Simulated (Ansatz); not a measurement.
The figure comes from a scan of CdTe (zinc blende): one Te atom of a 2-atom cell moves by u along (1.00, 0.00, 0.00) and v along (0.00, 1.00, 0.00). Level of theory: PBE (plane waves to 420 eV, PAW, scalar-relativistic; Ansatz, a first-principles code). k mesh 7×7×7 (Γ-centred), Fermi-Dirac smearing 0.05 eV. Fu and Fv are the components of the force on the atom. CdTe was relaxed with its symmetry unable to fall. Spin-orbit coupling is left out, though Te is heavy. 

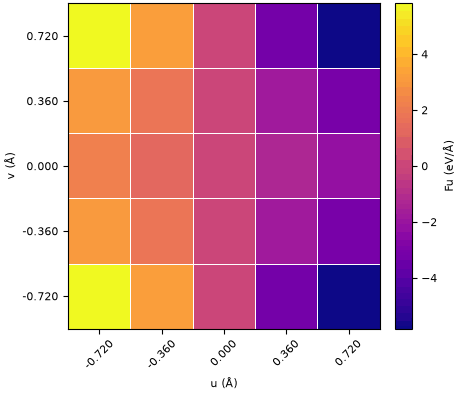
Figure: Fu (eV/Å), one tile a computed point.

**Question.** Read the plotted values off the figure, to the accuracy that the plot allows.

**Answer.** To the nearest 1:

Fu (eV/Å), with u across and v down:

```tsv
v \ u	-0.720	-0.360	0.000	0.360	0.720
-0.720	6	3	0	-3	-6
-0.360	3	2	0	-2	-3
0.000	2	1	0	-1	-2
0.360	3	2	0	-2	-3
0.720	6	3	0	-3	-6
```

(A displaced cell: forces are minus the slopes of the energy, force constants its curvatures, and phonons follow from these.)
